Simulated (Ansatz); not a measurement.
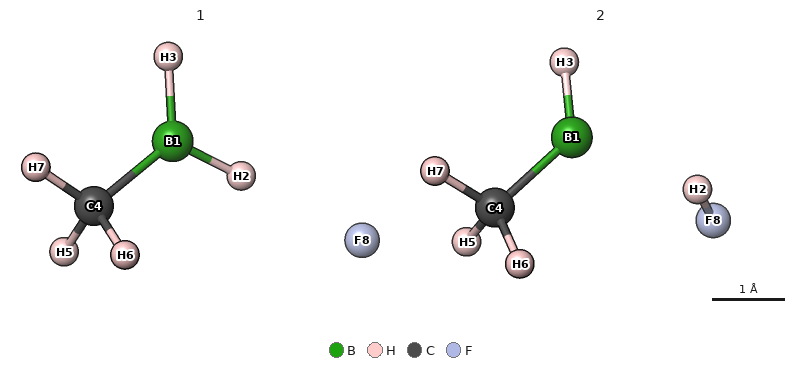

Two geometries of CH5BF (multiplicity 2), drawn at one scale. One is the start of a relaxation, the other its converged end. Style: ball-and-stick. Shown at a tilt.

These are results of Ansatz, UKS BHLYP/6-31G*, not measurements. Set-up: collinear spin; force threshold 0.03 eV/Å; at most 50 steps.

Question: Which geometry has the lower energy?

Answer: Structure 2 is the relaxed one. The run prepares an end point of a later path (reaction) calculation, from a guessed geometry. Over 25 accepted moves (30 points after the start) the energy falls by 16.7 kcal/mol. The largest force component goes from 0.2 to 0.011 eV/Å. The line search rejected the trial steps at points 7, 14, 17, 23, 29 of the run. The forces were under the threshold at step 18, but the run went on from there. The atom that moves furthest after the best rigid fit is H2 (0.81 Å). By element the largest moves are H 0.81 Å, F 0.75 Å, B 0.18 Å, C 0.05 Å. Near-neighbour distances that change, for instance: H2–F8 2.115 → 0.941 Å, B1–H2 1.191 → 2.006 Å, B1–C4 1.555 → 1.539 Å, C4–H6 1.093 → 1.086 Å. New bonds form, among them: H2–F8 (2.11 → 0.94 Å). Bonds break, among them: B1–H2 (1.19 → 2.01 Å). Bond angles that change, for instance: H3–B1–C4 123.0° → 130.3°, B1–C4–H6 110.1° → 115.4°, B1–C4–H5 109.6° → 106.2°. Groups turn about B1–C4 by about 40°. The run took 67 s on 1 thread of Arm Neoverse V2 (shared host), peak memory 0.14 GiB.
